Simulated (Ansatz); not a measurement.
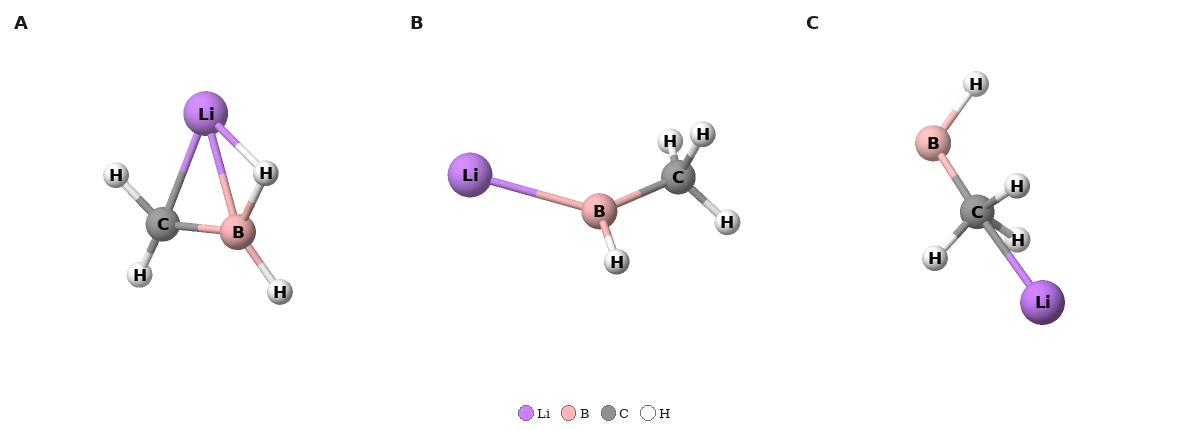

3 stationary structures of one formula. Geometries: PBE0-D4/def2-TZVP. Electronic energies: B3LYP-D4/def2-TZVPP (Ansatz 0.2.0), without zero-point energy. No frequency run is at hand to confirm each as a minimum. Each is one conformer, not always the lowest.

**Rank them by energy, lowest first.**

A is lowest (C1); B lies 161.6 kJ/mol above it (C1), C lies 365.9 kJ/mol above it.
